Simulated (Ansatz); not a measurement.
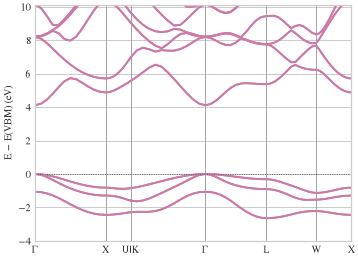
Figure: Band structure from r²SCAN with spin–orbit coupling in the plane-wave PAW code Ansatz

### Question
Read off the gap and where the band edges lie.

### Answer
About 4.1 eV (4.12 eV by a search for the band edges); maximum at Γ, minimum at Γ.

The material is NaI (rock salt, Fm-3m).

Symmetry was held in the r²SCAN relaxation; phonons on a q-mesh show no instability.

Potentials: the later of the program's two PAW sets.
